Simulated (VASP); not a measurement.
Band structure of LiLa₂HO₃ (space group Immm). Method: LDA (Ceperley-Alder, Perdew-Zunger), VASP's LDA PAW potentials (set 64) (plane waves; VASP 6.6.1).

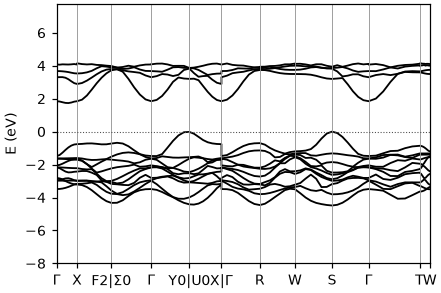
Bands along high-symmetry lines, zero at the valence-band maximum or, without a gap, the Fermi level

### Question
Read the plot: is there a gap, and where are the band edges?

### Answer
The gap is indirect, 1.73 eV, from the valence maximum at S to the conduction minimum at Γ-X at 0.57. (Edges off the drawn lines would not show.)

The structure comes from a computed database's LiLa2HO3 entry (Immm); how it stands against other phases isn't given here. It was relaxed first, which changed the volume by -6 %.
